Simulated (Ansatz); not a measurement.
## Molecular dynamics of CH5Cl2NOSi

System: CH5Cl2NOSi.
Method: RKS PBE0-D4/def2-SVP (Ansatz 0.2.0).

One setting was made poor on purpose. It belongs to a series of runs on one base structure; here: an input spoilt on purpose.

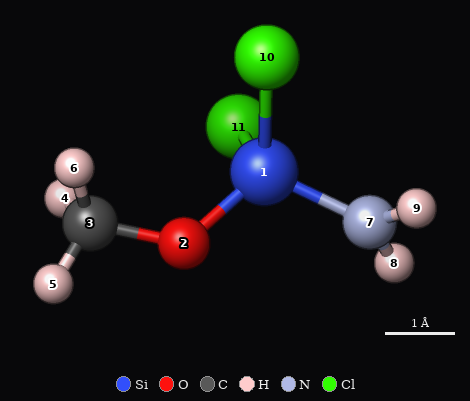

*The input geometry (ball-and-stick view, seen at a tilt; atoms are numbered from 1 in the order of the input).*

The input
```yaml
crystal:
  periodic: [false, false, false]
  atoms:
    - { symbol: Si, position_ang: [0.045968, -0.035336, 0.034814] }
    - { symbol: O, position_ang: [0.075659, -0.263909, 1.657433] }
    - { symbol: C, position_ang: [-1.069282, -0.423241, 2.456016] }
    - { symbol: H, position_ang: [-1.761783, -1.230408, 2.11749] }
    - { symbol: H, position_ang: [-0.744899, -0.569888, 3.487252] }
    - { symbol: H, position_ang: [-1.680319, 0.517526, 2.443124] }
    - { symbol: "N", position_ang: [1.627305, -0.027539, -0.628525] }
    - { symbol: H, position_ang: [2.171355, -0.842933, -0.82528] }
    - { symbol: H, position_ang: [2.067737, 0.790408, -0.962702] }
    - { symbol: Cl, position_ang: [-0.904849, 1.752137, -0.465691] }
    - { symbol: Cl, position_ang: [-1.017664, -1.562842, -0.844221] }
basis:
  gaussian: { orbitals: def2-SVP }
hamiltonian:
  xc: pbe0
  dispersion: d4
md:
  timestep: 2.0
  n_steps: 25
  ensemble: nvt_nose_hoover
  temperature: 3000.0
  initial_velocities: maxwell_boltzmann
  seed: 326510
  nose_hoover: { tau: 20.0, chain_length: 5 }
  masses: [{ species: Si, mass: 0.0 }]
```

Hardware: 2 threads of Arm Neoverse V1, 24 GiB of memory available, shared host.

Launch command:
```bash
ansatz run input.yaml --threads 2 --pin off --max-ram 3072MiB --backend cpu --events-out ev --progress --plain --runs-dir out
```

The program's output
```
Error: invalid value for `md.masses[].mass`: must be finite and > 0; got 0 u
```

Outcome

- outcome: refused by the program

What went wrong

The program refused the input: “invalid value for `md.masses[].mass`: must be finite and > 0; got 0 u” A deliberately poor setting: bad input.
